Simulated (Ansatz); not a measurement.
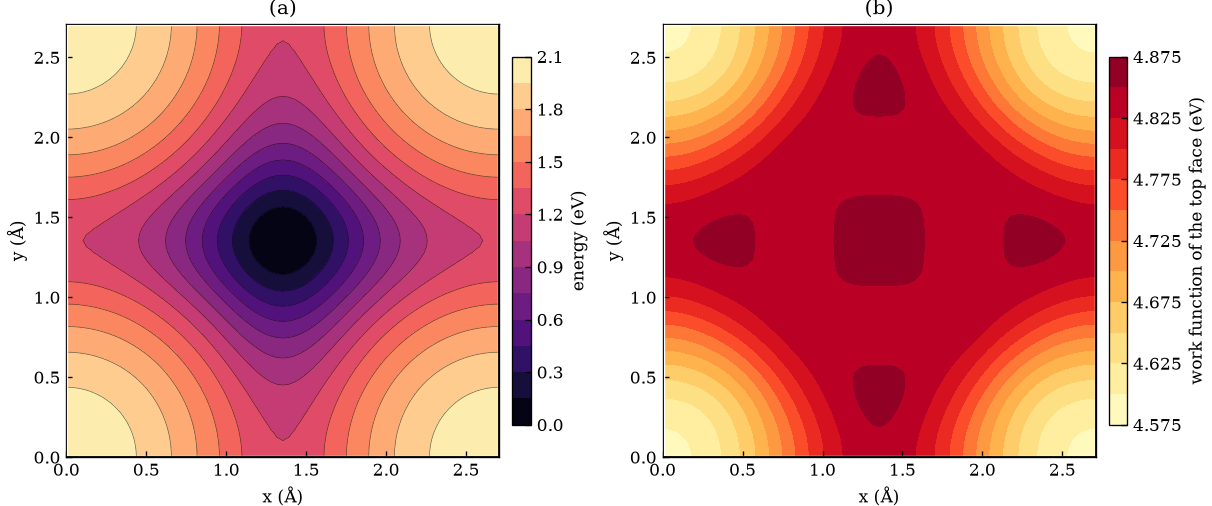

Si on a Rh(100) slab cut from the Fm-3m phase, its upper half relaxed before the scan (12 atoms of substrate and one adsorbate in a 2 × 2 cell). Si is moved over the surface cell; relaxed at each place: the height of the adsorbate's atoms; substrate rigid; the origin of the map has the adsorbate above Rh9. Places are given modulo a cell vector. The map is drawn in real space over the plane of the surface. The grid has 6 × 6 points; 10 points were computed and 26 follow by symmetry. Places are given in fractions of the 1 × 1 surface cell. Energies are in eV, from the lowest grid point. Level of theory: DFT PBE, scalar-relativistic, plane waves, PAW (Ansatz 0.2.0). Settings: cutoff 420 eV, k-mesh 5×5×1, gaussian smearing 0.1 eV, no spin polarisation.

Panel (a) is the energy; panel (b) is the computed work function of the top face, in eV.

Drawn: filled contours, the outline of one cell of the plane. Between grid points the surface is interpolated.

Q: How does the work function of the top face vary over the map, and what is it at the lowest grid point?

A: It runs from 4.59 eV at the top site over a surface Rh atom, (0/6, 0/6) of the cell vectors to 4.87 eV at a fourfold hollow over a second-layer Rh atom, (3/6, 3/6) of the cell vectors. At the lowest grid point, a fourfold hollow over a second-layer Rh atom, (3/6, 3/6) of the cell vectors, it is 4.87 eV.

PAW datasets: the set soft_1.
